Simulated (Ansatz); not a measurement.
# AlNi (Pm-3m): thermal expansion from first principles, part 3 of 4

How much does AlNi expand with temperature?

Experimental results on record:
- heat capacity C_P per formula unit 45.9 J/mol/K near room temperature (given in “High-Throughput Prediction of Finite-Temperature Properties using the Quasi-Harmonic Approximation”, 2016, arXiv:1603.06924)

Ansatz 0.2.0; DFT PBEsol, scalar-relativistic, plane waves, PAW (the session's first sound run).

So far, principal linear expansion coefficients at 298 K (× 1e-6/K): step 5 (the quasi-harmonic study, functional PBEsol) 12.8.

The database entry behind the starting cell differs from later determinations by our own check (about 0.2 % short), so it need not match the best structure at ambient conditions.

## (6) Relaxing at another setting

The functional, the potentials or the cutoff change, so the crystal is relaxed again at the new setting.

This step: DFT PBE+D3(BJ), scalar-relativistic, plane waves, PAW (Ansatz 0.2.0).

The input, input.yaml:

```yaml
crystal:
  lattice:
    - [2.862022471, 0.0, 0.0]
    - [0.0, 2.862022471, 0.0]
    - [0.0, 0.0, 2.862022471]
  atoms:
    - { symbol: Al, position: [0.0, 0.0, 0.0] }
    - { symbol: Ni, position: [0.5, 0.5, 0.5] }
kpoints:
  mp_grid: { grid: [16, 16, 16] }
hamiltonian:
  xc: pbe
  dispersion: d3bj
scf:
  occupations: { method: methfessel_paxton, width: 0.2 }
  lower_state_search: "off"
output:
  forces: true
  stress: true
  eigenvalues: true
relax:
  adjacent_minimum: "off"
  f_tol: 0.001
  max_steps: 60
  cell: { stress_tol: 0.01 }
```

Started as:

```
$ ansatz run input.yaml --threads 8 --pin off --max-ram 16384MiB --backend cpu --events-out ev --progress --plain --runs-dir out
```

Numbers of over 12 decimals in the logs are rounded to 6 here.

Log:

```text
[...]
Crystal: 2 atoms, lattice volume = 23.443 Å³
Basis set: ecut = 420 eV, 461 PW (Γ), exchange–correlation on 40×40×40 points (8 copies of the dense FFT grid, shifted against one another)
Bands: 15, of which v1, the nominal top of the filled ones, is band 11 counted from 1 (10 counted from 0)
Symmetry: 48 space group operations
[...]
k-points: 165 of 4096
[...]
SCF iter   1: F=—  HF=-6379.422679 eV  |F-HF|=—  |Δ(HF+E_count)|=         —  Δρ=2.35e-3  dr2=6.38e-4  ethr=1.77e-3  ⟨swp⟩=4.1  Hψ=11052  notcnv=0
[...]
SCF iter   5: F=-6379.422792 eV  HF=-6379.422792 eV  |F-HF|=4.82e-11  |Δ(HF+E_count)|=   2.54e-9  S|Δr|=    0.00e0  Δρ=5.35e-6  dr2=1.39e-9  ethr=4.76e-10  ⟨swp⟩=5.5  Hψ=10848  notcnv=0
SCF 1 converged in 5 iterations: F = -6379.422792 eV  dr2 = 1.39e-9
[...]
relax step   1: F+E_penalty+E_count = -6379.42279196 eV  Δ(F+E_penalty+E_count) = +0.000e0 eV  max|allowed force component| = 1.798e-29 eV/Å  Δτ_max = 0.0000 Å  P = -0.892 GPa  Ω = 23.443 Å³  (5 SCF iters, dr2 threshold 1.00e-7 eV, accepted)
Crystal: 2 atoms, lattice volume = 23.372 Å³
[...]
SCF iter   3: F=-6379.423102 eV  HF=-6379.423102 eV  |F-HF|=4.68e-8  |Δ(HF+E_count)|=   6.13e-7  S|Δr|=    0.00e0  Δρ=1.35e-5  dr2=3.18e-8  ethr=9.52e-10  ⟨swp⟩=5.0  Hψ=11157  notcnv=0
SCF 2 converged in 3 iterations: F = -6379.423102 eV  dr2 = 3.18e-8
relax step   2: F+E_penalty+E_count = -6379.42310169 eV  Δ(F+E_penalty+E_count) = -3.097e-4 eV  max|allowed force component| = 6.796e-30 eV/Å  Δτ_max = 0.0000 Å  P = -0.377 GPa  Ω = 23.372 Å³  energy of the carried Pulay correction = +2.879e-5 eV  (3 SCF iters, dr2 threshold 2.00e-7 eV, accepted)
Crystal: 2 atoms, lattice volume = 23.321 Å³
[...]
SCF iter   3: F=-6379.423182 eV  HF=-6379.423182 eV  |F-HF|=2.98e-8  |Δ(HF+E_count)|=   4.45e-7  S|Δr|=    0.00e0  Δρ=1.11e-5  dr2=2.14e-8  ethr=9.52e-10  ⟨swp⟩=4.9  Hψ=10838  notcnv=0
SCF 3 converged in 3 iterations: F = -6379.423182 eV  dr2 = 2.14e-8
relax step   3: F+E_penalty+E_count = -6379.42318220 eV  Δ(F+E_penalty+E_count) = -8.051e-5 eV  max|allowed force component| = 3.270e-30 eV/Å  Δτ_max = 0.0000 Å  P = +0.005 GPa  Ω = 23.321 Å³  energy of the carried Pulay correction = +4.977e-5 eV  (3 SCF iters, dr2 threshold 2.00e-7 eV, accepted)
[...]
SCF iter   6: F=-6379.423134 eV  HF=-6379.423134 eV  |F-HF|=9.09e-13  |Δ(HF+E_count)|=  9.09e-13  S|Δr|=    0.00e0  Δρ=7.64e-9  dr2=1.06e-14  ethr=1.00e-12  ⟨swp⟩=3.2  Hψ=9466  notcnv=0
SCF 4 converged in 6 iterations: F = -6379.423134 eV  dr2 = 1.06e-14
relax step   4: F+E_penalty+E_count = -6379.42313445 eV  Δ(F+E_penalty+E_count) = +4.776e-5 eV  max|allowed force component| = 2.079e-30 eV/Å  Δτ_max = 0.0000 Å  P = +0.005 GPa  Ω = 23.321 Å³  stress off target by 4.58e-3 GPa  SCF on the basis re-selected at this cell (its energy is not comparable with the rows above)  (6 SCF iters)
[...]
SCF converged after 6 iterations
[...]
Free energy (F): -6379.423134 eV
[...]
Internal energy: -6379.424222 eV  (E = F + TS)
E sigma→0 (E₀):  -6379.423406 eV
Entropy (-TS):   0.001088 eV (0.544 meV/atom)
Fermi energy:    14.417714 eV
[...]
--- Stress (GPa, compression-positive) ---
        0.004578       0.000000       0.000000
        0.000000       0.004578      -0.000000
        0.000000      -0.000000       0.004578
  P = ⅓ Tr σ = 0.0046 GPa (0.046 kbar)
--- Band table (eV; the first three rows and the last of 165) ---
  k-point 0: bands = [... 7 lower, 12.8411, 12.8411, 12.8411, 20.0068, 20.0068, 20.0068, 22.5869, 22.5869]
  k-point 1: bands = [... 7 lower, 12.8082, 12.8082, 12.8446, 19.1993, 20.1039, 20.1039, 22.5891, 23.3242]
  k-point 2: bands = [... 7 lower, 12.7172, 12.7172, 12.8546, 17.8000, 20.3877, 20.3877, 22.5956, 24.4834]
  k-point 164: bands = [... 7 lower, 13.4242, 13.4242, 16.3609, 16.3609, 16.3609, 18.3282, 18.9885, 18.9885]
--- Relaxed structure (3 steps of the walk, 3 accepted, 1 SCFs on fresh bases) ---
[...]
cell:  # Å, volume = 23.3208 Å³
    - [2.857027, 0, 0]
    - [0, 2.857027, 0.0]
    - [0, 0.0, 2.857027]
  atoms:
    - { symbol: Al, position: [0, 0, 0] }
    - { symbol: Ni, position: [0.5, 0.5, 0.5] }
```

Run time: 2.3 s. Hardware: 8 threads of Arm Neoverse V1, shared host; peak memory 0.39 GiB; 14 s of CPU time.

Relaxation path:

```csv
step,energy less that of the first step (eV),largest force component (eV/Å),pressure (GPa),volume (Å³)
1,0.0000,0.0000,-0.89,23.44
2,-0.0003,0.0000,-0.38,23.37
3,-0.0004,0.0000,0.00,23.32
4*,-0.0003,0.0000,0.00,23.32
```

Relaxation steps marked * repeat the geometry before them on a plane-wave basis chosen anew for their cell, so energy and pressure can jump there.

The run keeps the 48 symmetry operations that it works with, so distortions that break them were not tested.

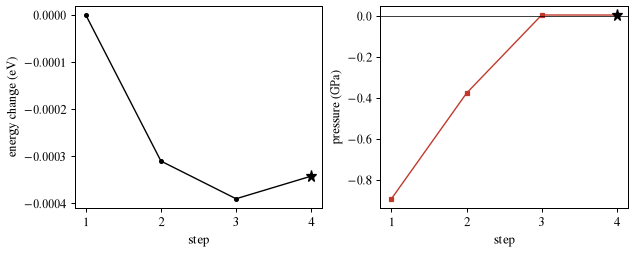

Energy and pressure along the relaxation. Stars mark steps on a basis chosen anew.

```csv
"conventional cell, symmetrised",before,after,change
a (Å),2.862,2.857,-0.2 %
b (Å),2.862,2.857,-0.2 %
c (Å),2.862,2.857,-0.2 %
volume (Å³/atom),11.72,11.66,-0.5 %
```

The relaxed structure:

```cif
data_structure
_symmetry_space_group_name_H-M 'P 1'
_symmetry_Int_Tables_number 1
_cell_length_a 2.8570
_cell_length_b 2.8570
_cell_length_c 2.8570
_cell_angle_alpha 90.000
_cell_angle_beta 90.000
_cell_angle_gamma 90.000
_cell_volume 23.32
loop_
_atom_site_label
_atom_site_type_symbol
_atom_site_fract_x
_atom_site_fract_y
_atom_site_fract_z
_atom_site_occupancy
Al1 Al 0.00000 0.00000 0.00000 1
Ni2 Ni 0.50000 0.50000 0.50000 1
```

This step gave:

- pressure: 0.004578 GPa
- volume per atom: 11.66 Å³/atom

The residual pressure is 0.0046 GPa, small enough for phonons.

## (7) Phonons on strained cells

Thermal expansion follows from how the free energy of the vibrations (and of the electrons in a metal) changes with strain, so the program makes strained cells, their phonons and a fit in one run.

input.yaml, the sections that differ from step 6:

```yaml
crystal:
  lattice:
    - [2.8570266733, 0.0, 0.0]
    - [0.0, 2.8570266733, 0.0]
    - [0.0, 0.0, 2.8570266733]
  atoms:
    - { symbol: Al, position: [0.0, 0.0, 0.0] }
    - { symbol: Ni, position: [0.5, 0.5, 0.5] }
output:
  eigenvalues: true
phonons:
  method: dfpt
  qmesh: [4, 4, 4]
  temperatures: { t_max: 900.0, t_step: 50 }
  thermal_expansion: {}
# kpoints, hamiltonian, scf: as in step 6
# relax: removed
```

Log:

```text
[...]
Crystal: 2 atoms, lattice volume = 23.321 Å³
Basis set: ecut = 487.2 eV, 587 PW (Γ), exchange–correlation on 48×48×48 points (8 copies of the dense FFT grid, shifted against one another)
Bands: 15, of which v1, the nominal top of the filled ones, is band 11 counted from 1 (10 counted from 0)
Symmetry: 48 space group operations
[...]
k-points: 165 of 4096
[...]
SCF iter   1: F=—  HF=-6379.424912 eV  |F-HF|=—  |Δ(HF+E_count)|=         —  Δρ=2.45e-3  dr2=6.63e-4  ethr=1.77e-3  ⟨swp⟩=4.2  Hψ=11117  notcnv=0
[...]
SCF iter   6: F=-6379.424816 eV  HF=-6379.424816 eV  |F-HF|=5.46e-12  |Δ(HF+E_count)|=  9.55e-11  S|Δr|=    0.00e0  Δρ=3.69e-7  dr2=1.42e-11  ethr=1.00e-12  ⟨swp⟩=5.8  Hψ=12499  notcnv=0
SCF 1 converged in 6 iterations: F = -6379.424816 eV  dr2 = 1.42e-11
[...]
relax step   1: F+E_penalty+E_count = -6379.42481646 eV  Δ(F+E_penalty+E_count) = +0.000e0 eV  max|allowed force component| = 1.786e-29 eV/Å  Δτ_max = 0.0000 Å  (6 SCF iters, accepted)
SCF converged after 6 iterations
[...]
Free energy (F): -6379.424816 eV
[...]
Internal energy: -6379.425904 eV  (E = F + TS)
E sigma→0 (E₀):  -6379.425088 eV
Entropy (-TS):   0.001088 eV (0.544 meV/atom)
Fermi energy:    14.416547 eV
[...]
--- Stress (GPa, compression-positive) ---
        0.002634       0.000000       0.000000
        0.000000       0.002634       0.000000
       -0.000000       0.000000       0.002634
  P = ⅓ Tr σ = 0.0026 GPa (0.026 kbar)
--- Band table (eV; the first three rows and the last of 165) ---
  k-point 0: bands = [... 7 lower, 12.8401, 12.8401, 12.8401, 20.0057, 20.0057, 20.0057, 22.5853, 22.5853]
  k-point 1: bands = [... 7 lower, 12.8072, 12.8072, 12.8436, 19.1981, 20.1028, 20.1028, 22.5875, 23.3226]
  k-point 2: bands = [... 7 lower, 12.7163, 12.7163, 12.8536, 17.7989, 20.3865, 20.3865, 22.5940, 24.4819]
  k-point 164: bands = [... 7 lower, 13.4232, 13.4232, 16.3598, 16.3598, 16.3598, 18.3273, 18.9868, 18.9868]
── thermal expansion: 3 new cells, 3 in all ──
thermal expansion: variable-cell relaxation of cell 1
thermal expansion: relaxation of cell 1
thermal expansion: relaxation of cell 2
thermal expansion: relaxation of cell 3
── thermal expansion: 2 new cells, 5 in all ──
thermal expansion: relaxation of cell 4
thermal expansion: electrons of cell 4
thermal expansion: phonons of cell 4
thermal expansion: relaxation of cell 5
thermal expansion: electrons of cell 1
thermal expansion: electrons of cell 2
thermal expansion: electrons of cell 3
thermal expansion: electrons of cell 5
thermal expansion: phonons of cell 5
[...]
── thermal expansion: 5 new cells, 10 in all ──
thermal expansion: relaxation of cell 6
thermal expansion: relaxation of cell 7
thermal expansion: relaxation of cell 8
thermal expansion: relaxation of cell 9
thermal expansion: relaxation of cell 10
thermal expansion: electrons of cell 6
thermal expansion: electrons of cell 7
thermal expansion: electrons of cell 8
thermal expansion: electrons of cell 9
thermal expansion: electrons of cell 10
thermal expansion: phonons of cell 6
[...]
thermal expansion: phonons of cell 7
[...]
WARN: thermal expansion: eigensolver_not_converged in the phonons of 3 cells: 5, 6, 7
--- Relaxed structure (1 steps of the walk, 1 accepted, 0 SCFs on fresh bases) ---
  F+E_penalty+E_count = -6379.42481646 eV   max|allowed force component| = 1.786e-29 eV/Å
  atoms:
    - { symbol: Al, position: [0.0, 0.0, 0.0] }
    - { symbol: Ni, position: [0.5, 0.5, 0.5] }
--- Thermal expansion: 10 cells in 3 rounds, 0 GPa ---
  no lower state was looked for at cell 4: scf.lower_state_search: off
  without vibrations: a 2.85705, b 2.85705, c 2.85705 Å, V 23.3215 Å³, B 173.95 GPa
  at 0 K: a 2.86326, b 2.86326, c 2.86326 Å, V 23.4737 Å³, B 170.70 GPa
  zero-point expansion: a +0.217, b +0.217, c +0.217, V +0.653 %
[...]
0.00    2.86326    2.86326    2.86326    23.4737 |    0.00    0.00    0.00    0.00 |   22.40 |     0.000     0.000 |   170.70   170.70
   100.00    2.86392    2.86392    2.86392    23.4901 |    6.11    6.11    6.11   18.34 |   30.21 |    22.811    22.730 |   169.71   170.32
   200.00    2.86642    2.86642    2.86642    23.5515 |   10.55   10.55   10.55   31.66 |   34.50 |    39.727    39.253 |   166.91   168.93
   298.15    2.86966    2.86966    2.86966    23.6316 |   12.27   12.27   12.27   36.81 |       - |    45.899    44.958 |   163.73   167.16
   350.00    2.87153    2.87153    2.87153    23.6778 |   12.81   12.81   12.81   38.44 |   37.70 |    47.683    46.489 |   161.98   166.14
   450.00    2.87533    2.87533    2.87533    23.7719 |   13.58   13.58   13.58   40.75 |   39.09 |    49.963    48.267 |   158.51   164.08
   550.00    2.87933    2.87933    2.87933    23.8712 |   14.19   14.19   14.19   42.58 |   40.26 |    51.529    49.307 |   154.95   161.93
   650.00    2.88350    2.88350    2.88350    23.9750 |   14.75   14.75   14.75   44.25 |   41.31 |    52.792    50.012 |   151.28   159.69
   750.00    2.88783    2.88783    2.88783    24.0833 |   15.30   15.30   15.30   45.89 |   42.31 |    53.928    50.550 |   147.53   157.39
   850.00    2.89233    2.89233    2.89233    24.1961 |   15.86   15.86   15.86   47.57 |   43.29 |    55.022    50.996 |   143.67   155.01
   900.00    2.89465    2.89465    2.89465    24.2542 |   16.15   16.15   16.15   48.44 |   43.78 |    55.567    51.197 |   141.70   153.79
[...]
vibrations' free energy: its fit passes through its cells
[...]
free energies summed between the sampled wave vectors
[...]
the energies and the vibrations are of d3bj (s6 = 1.0, s8 = 0.7875, a1 = 0.4289, a2_bohr = 4.4407) at the weights and the pressure of the crystal at rest
[...]
eigensolver_not_converged in the phonons of 3 cells: 5, 6, 7
```

It took 21 min on 8 threads; peak memory 2.6 GiB; 2.6 h of CPU time.

Numbers from this step:

- pressure: 0.002634 GPa
- volume expansion coefficient at 298 K: 36.81 1e-6/K
- C_P at 298 K: 22.95 J/mol-atom/K
- entropy at 298 K: 25.92 J/mol-atom/K
- isothermal bulk modulus at 298 K: 163.7 GPa
- Grüneisen parameter at 298 K: 1.908
- volume at 298 K: 11.82 Å³/atom
- principal linear expansion coefficients at 298 K: 12.27, 12.27, 12.27 1e-6/K

Strained cells of the study; zero-point energy where phonons were solved; the pressures are stresses at a fixed cutoff and can carry an offset from the finite basis. Expansion cells, by row:

```
cell  |a| (Å)  |b| (Å)  |c| (Å)  V (Å³/atom)  E - E_lowest (meV/atom)  pressure, compression positive (GPa)  gap (eV)  zero-point energy (meV/atom)
   1    2.857    2.857    2.857        11.66                        0                                -0.034         -                             -
   2     2.88     2.88     2.88        11.94                    3.545                                -3.981         -                             -
   3    2.834    2.834    2.834        11.38                    3.691                                 4.346         -                             -
   4    2.857    2.857    2.857        11.66                        0                                -0.076         -                         44.54
   5    2.872    2.872    2.872        11.84                    1.442                                -2.592         -                         43.32
   6     2.89     2.89     2.89        12.07                    7.457                                -5.646         -                         41.73
   7    2.907    2.907    2.907        12.28                    16.48                                -8.121         -                         40.34
   8    2.829    2.829    2.829        11.32                    5.715                                 5.474         -                             -
   9    2.843    2.843    2.843        11.49                     1.39                                  2.61         -                             -
  10     2.93     2.93     2.93        12.58                    34.43                                -11.23         -                             -
```

(Part 3 of 4 ends here.)

[Logs are printed without paths, hosts, clocks, repeated set-up lines and the standing remarks that a program may print on its own settings, such as how far it seeks lower states.]

[Hosts, paths, dates, database ids (printed as entryN), source tags and the programs' standing remarks are cut or masked in the printed files.]

[A step with changed settings may run another functional than the one named; its input shows which.]
